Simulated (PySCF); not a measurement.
C₆H₁₅O₃ (cation, charge +1), SMILES C[OH+]CCOCCOC at its GFN2-xTB optimised geometry (Å):

```
24

C      0.6989    -4.6425    -4.1578
O      0.5104    -4.6308    -2.7596
C      1.0207    -3.5103    -2.1009
C      0.1292    -2.2662    -2.2581
O      0.5386    -1.3175    -1.2810
C     -0.2573    -0.1691    -1.2309
C      0.2293     0.5976     0.0000
O     -0.2976     1.9587     0.0000
C      0.1964     2.7831     1.0858
H      1.7533    -4.4928    -4.4146
H      0.0946    -3.8794    -4.6597
H      0.3818    -5.6266    -4.4950
H      1.0512    -3.7703    -1.0398
H      2.0399    -3.2758    -2.4376
H      0.2232    -1.8299    -3.2614
H     -0.9168    -2.5556    -2.0922
H     -1.3234    -0.4250    -1.1432
H     -0.1229     0.4411    -2.1436
H      1.3234     0.5976     0.0000
H     -0.1286     0.1144     0.9107
H     -0.0661     2.3774    -0.8569
H     -0.1315     2.3329     2.0220
H      1.2841     2.8601     1.0750
H     -0.2538     3.7703     0.9887
```

Calculation: PBE0/def2-SVP (PySCF). Cells within 0.4 Å of a nucleus heavier than hydrogen are left out (blank, or x).

Map of the electrostatic potential (hartree/e), clipped to [0.05, 0.21] on the plane z = 1.2 Å:

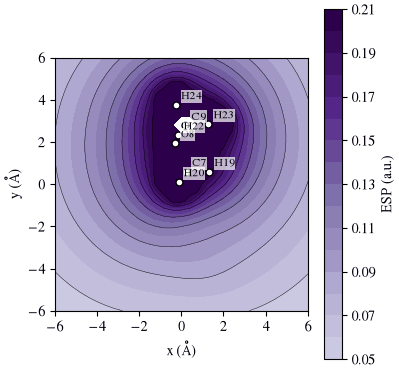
Fig. 1. Electrostatic potential (hartree/e), clipped to [0.05, 0.21] on the plane z = 1.2 Å.
